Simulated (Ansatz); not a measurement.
**[CF3]+ (SMILES F[C+](F)F): methods side by side**

[CF3]+: 4 atoms, total charge +1, spin state singlet. SMILES: `F[C+](F)F`. The shape is that of a PBE0-D4/def2-TZVP optimisation.

```csv
atom,x (Å),y (Å),z (Å)
F,0.6986,-0.1146,1.0054
C,0.0000,0.0000,0.0000
F,-0.6095,-0.9734,-0.4394
F,-0.0890,1.0880,-0.5660
```

Quantity: the energy change with the C2–F3 bond stretched from 1.230 to 1.537 Å, in eV. The values are calculated.

```tsv
level	kind	program	value (eV)	less FCI/STO-3G
HF/STO-3G (restricted)	Hartree–Fock	Ansatz	0.90	+0.65
revPBE/STO-3G (restricted)	GGA	Ansatz	0.08	-0.17
PBE0/STO-3G (restricted)	global hybrid	Ansatz	0.52	+0.27
wB97M-V/STO-3G (restricted)	range-separated hybrid	Ansatz	0.52	+0.27
B2PLYP/STO-3G (restricted)	double hybrid	Ansatz	0.45	+0.20
MP2/STO-3G (restricted)	perturbation theory	Ansatz	0.62	+0.37
BCCD(T)/STO-3G (restricted)	coupled cluster or CI	Ansatz	0.28	+0.03
FCI/STO-3G	exact in the basis	Ansatz	0.25	0.00
```

FCI/STO-3G is exact within its basis and frozen core, so for wave-function methods in that basis the difference is their error; functionals converge differently with the basis, so for them it is only a difference. The first shape isn't each level's own minimum. The values span 0.08 to 0.90 eV. All rows use very small basis sets, so none should be taken for the real molecule's value.

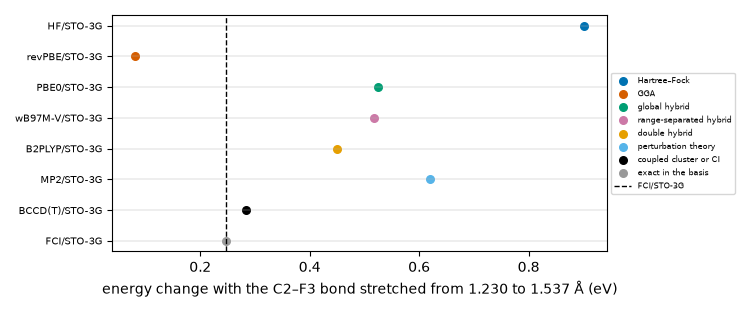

The values of the table, level by level.
